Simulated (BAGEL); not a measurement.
# [BSiNH7]− (SMILES [BH3-]N[SiH3]): HF/6-31G(d) (density fitting with qzvpp-jkfit, spherical functions)

What is the vertical ionisation energy of [BSiNH7]− at HF/6-31G* (density fitting with qzvpp-jkfit, spherical functions)? 

The results are computed with BAGEL 1.2.2.

### 1 The system as given

The species is [BSiNH7]− (10 atoms), meant as a singlet with charge -1. As SMILES, `[BH3-]N[SiH3]`. The shape is that of a GFN2-xTB optimisation.

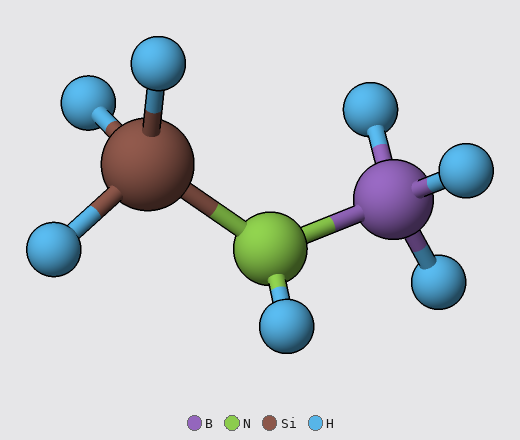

Viewed from a chosen angle; boron purple, nitrogen green, silicon brown, hydrogen blue.

### 2 A single-point energy at HF/6-31G(d) (density fitting with qzvpp-jkfit, spherical functions)

calc.json

```json
{ "bagel": [

{
  "title": "molecule",
  "basis": "6-31gs.json",
  "df_basis": "qzvpp-jkfit",
  "angstrom": true,
  "geometry": [
    { "atom": "B", "xyz": [      -0.793150,       0.869830,      -0.924190 ] },
    { "atom": "N", "xyz": [       0.010570,      -0.395850,      -0.473620 ] },
    { "atom": "Si", "xyz": [       0.646720,      -0.688680,       1.046850 ] },
    { "atom": "H", "xyz": [      -1.530790,       0.547840,      -1.845470 ] },
    { "atom": "H", "xyz": [      -1.439730,       1.284740,       0.017350 ] },
    { "atom": "H", "xyz": [      -0.014500,       1.739080,      -1.310270 ] },
    { "atom": "H", "xyz": [       0.515080,      -0.786550,      -1.255720 ] },
    { "atom": "H", "xyz": [       1.373650,      -1.992680,       1.003330 ] },
    { "atom": "H", "xyz": [      -0.411740,      -0.814970,       2.071310 ] },
    { "atom": "H", "xyz": [       1.643890,       0.237240,       1.670420 ] }
  ]
},

{ "title": "hf", "charge": -1 },

{ "title": "print", "file": "orbitals.molden", "orbitals": true }

]}
```

The basis set 6-31G* is read from a file made from the Basis Set Exchange's data (not shown).

The run is started by

```console
BAGEL_NUM_THREADS=1 BAGEL calc.json > calc.out
```

Log:

```text
* using 1 threads per process

  ===============================================================
  ===============================================================

  *** Geometry ***

  { "atom" : "B", "xyz" : [     -1.498836,      1.643740,     -1.746466 ] },
  { "atom" : "N", "xyz" : [      0.019974,     -0.748048,     -0.895012 ] },
  { "atom" : "Si", "xyz" : [      1.222124,     -1.301417,      1.978260 ] },
  { "atom" : "H", "xyz" : [     -2.892774,      1.035268,     -3.487433 ] },
  { "atom" : "H", "xyz" : [     -2.720695,      2.427807,      0.032787 ] },
  { "atom" : "H", "xyz" : [     -0.027401,      3.286385,     -2.476051 ] },
  { "atom" : "H", "xyz" : [      0.973360,     -1.486364,     -2.372967 ] },
  { "atom" : "H", "xyz" : [      2.595822,     -3.765619,      1.896019 ] },
  { "atom" : "H", "xyz" : [     -0.778076,     -1.540070,      3.914209 ] },
  { "atom" : "H", "xyz" : [      3.106502,      0.448319,      3.156636 ] },

  Number of auxiliary basis functions:      406

  Since a DF basis is specified, we compute 2- and 3-index integrals:
    o Being stored without compression. Storage requirement is 0.012 GB

  Number of basis functions:       60
  Number of electrons      :       33

    * METHOD: MOLECULE                             0.24

  *** RHF ***

  === Nuclear Repulsion ===
   106.5880879341

      * DIIS with orbital gradients will be used.

  === RHF iteration (6-31gs.json) ===
      0       -371.90214482          0.02751598           0.02
      1       -372.04372012          0.01763282           0.02
      2       -372.12465609          0.00208855           0.03
      3       -372.12634084          0.00043013           0.03
      4       -372.12640943          0.00008021           0.03
      5       -372.12641307          0.00001626           0.03
      6       -372.12641326          0.00000452           0.02
      7       -372.12641328          0.00000138           0.03
      8       -372.12641328          0.00000043           0.02
      9       -372.12641328          0.00000014           0.02
     10       -372.12641328          0.00000005           0.02
     11       -372.12641328          0.00000001           0.02
     12       -372.12641328          0.00000000           0.03
    * SCF iteration converged.

    * Permanent dipole moment:
           (   -1.379483,     1.438157,    -1.056716) a.u.

    * METHOD: HF                                   0.43

    * METHOD: PRINT                                0.01

  ===============================================================
```

Run time: 0.89 s. Hardware: 1 thread of Intel Xeon at 2.60GHz (Ice Lake), shared host; peak memory 0.083 GiB.

### 3 Doublet neutral BSiNH7

job.json

```json
{ "bagel": [

{
  "title": "molecule",
  "basis": "6-31gs.json",
  "df_basis": "qzvpp-jkfit",
  "angstrom": true,
  "geometry": [
    { "atom": "B", "xyz": [   -0.793150,    0.869830,   -0.924190 ] },
    { "atom": "N", "xyz": [    0.010570,   -0.395850,   -0.473620 ] },
    { "atom": "Si", "xyz": [    0.646720,   -0.688680,    1.046850 ] },
    { "atom": "H", "xyz": [   -1.530790,    0.547840,   -1.845470 ] },
    { "atom": "H", "xyz": [   -1.439730,    1.284740,    0.017350 ] },
    { "atom": "H", "xyz": [   -0.014500,    1.739080,   -1.310270 ] },
    { "atom": "H", "xyz": [    0.515080,   -0.786550,   -1.255720 ] },
    { "atom": "H", "xyz": [    1.373650,   -1.992680,    1.003330 ] },
    { "atom": "H", "xyz": [   -0.411740,   -0.814970,    2.071310 ] },
    { "atom": "H", "xyz": [    1.643890,    0.237240,    1.670420 ] }
  ]
},
{
  "title": "uhf",
  "charge": 0,
  "nopen": 1
},
{
  "title": "print",
  "file": "orbitals.molden",
  "orbitals": true
}

]}
```

The basis set 6-31G* is read from a file made from the Basis Set Exchange's data (not shown).

The run is started by

```console
BAGEL_NUM_THREADS=1 BAGEL job.json > job.out
```

Log:

```text
* using 1 threads per process

  ===============================================================
  ===============================================================

  *** Geometry ***

  { "atom" : "B", "xyz" : [     -1.498836,      1.643740,     -1.746466 ] },
  { "atom" : "N", "xyz" : [      0.019974,     -0.748048,     -0.895012 ] },
  { "atom" : "Si", "xyz" : [      1.222124,     -1.301417,      1.978260 ] },
  { "atom" : "H", "xyz" : [     -2.892774,      1.035268,     -3.487433 ] },
  { "atom" : "H", "xyz" : [     -2.720695,      2.427807,      0.032787 ] },
  { "atom" : "H", "xyz" : [     -0.027401,      3.286385,     -2.476051 ] },
  { "atom" : "H", "xyz" : [      0.973360,     -1.486364,     -2.372967 ] },
  { "atom" : "H", "xyz" : [      2.595822,     -3.765619,      1.896019 ] },
  { "atom" : "H", "xyz" : [     -0.778076,     -1.540070,      3.914209 ] },
  { "atom" : "H", "xyz" : [      3.106502,      0.448319,      3.156636 ] },

  Number of auxiliary basis functions:      406

  Since a DF basis is specified, we compute 2- and 3-index integrals:
    o Being stored without compression. Storage requirement is 0.012 GB

  Number of basis functions:       60
  Number of electrons      :       33

    * METHOD: MOLECULE                             0.23

  *** Open-shell HF ***

  === Nuclear Repulsion ===
   106.5880879341

      * DIIS with orbital gradients will be used.

  === UHF iteration (6-31gs.json) ===
      0       -371.84485361          0.04502385           0.05
      1       -371.97776472          0.02889579           0.05
      2       -372.02029118          0.01798145           0.05
      3       -372.04434607          0.00336921           0.05
      4       -372.04856223          0.00193233           0.04
      5       -372.05084095          0.00122288           0.05
      6       -372.05218784          0.00040161           0.05
      7       -372.05236326          0.00014515           0.05
      8       -372.05240050          0.00003415           0.05
      9       -372.05240510          0.00002168           0.05
     10       -372.05240687          0.00001109           0.05
     11       -372.05240762          0.00000536           0.05
     12       -372.05240769          0.00000315           0.05
     13       -372.05240770          0.00000162           0.05
     14       -372.05240771          0.00000072           0.05
     15       -372.05240771          0.00000038           0.05
     16       -372.05240771          0.00000024           0.05
     17       -372.05240771          0.00000014           0.05
     18       -372.05240771          0.00000006           0.05
     19       -372.05240771          0.00000003           0.05
     20       -372.05240771          0.00000002           0.05
     21       -372.05240771          0.00000001           0.05
     22       -372.05240771          0.00000001           0.05
    * SCF iteration converged.

    * S^2 (UHF) is 0.7666

    * Permanent dipole moment:
           (   -1.141716,     1.215513,    -0.250481) a.u.

    * METHOD: UHF                                  1.23

    * METHOD: PRINT                                0.01

  ===============================================================
```

Wall time 1.7 s (1 thread of Intel Xeon at 2.60GHz (Ice Lake), shared host); peak memory 0.083 GiB.

### 4 Outcome

At HF/6-31G* (density fitting with qzvpp-jkfit, spherical functions):

| quantity | value |
| --- | --- |
| singlet [BSiNH7]−: total energy | -372.12641 Eh |
| singlet [BSiNH7]−: HOMO energy | -3.74 eV |
| singlet [BSiNH7]−: LUMO energy | 8.65 eV |
| singlet [BSiNH7]−: HOMO–LUMO gap (to an unbound level, set by the basis) | 12.39 eV |
| doublet neutral BSiNH7: total energy | -372.05241 Eh |
| doublet neutral BSiNH7: dipole moment | 4.29 D |
| doublet neutral BSiNH7: ⟨S²⟩ | 0.767 |
| vertical detachment energy (to the doublet neutral) | 2.014 eV |

The vertical ionisation energy comes to 2.01 eV (194 kJ/mol). The negative HOMO energy of the first species, 3.74 eV, lies 1.72 eV above that difference.
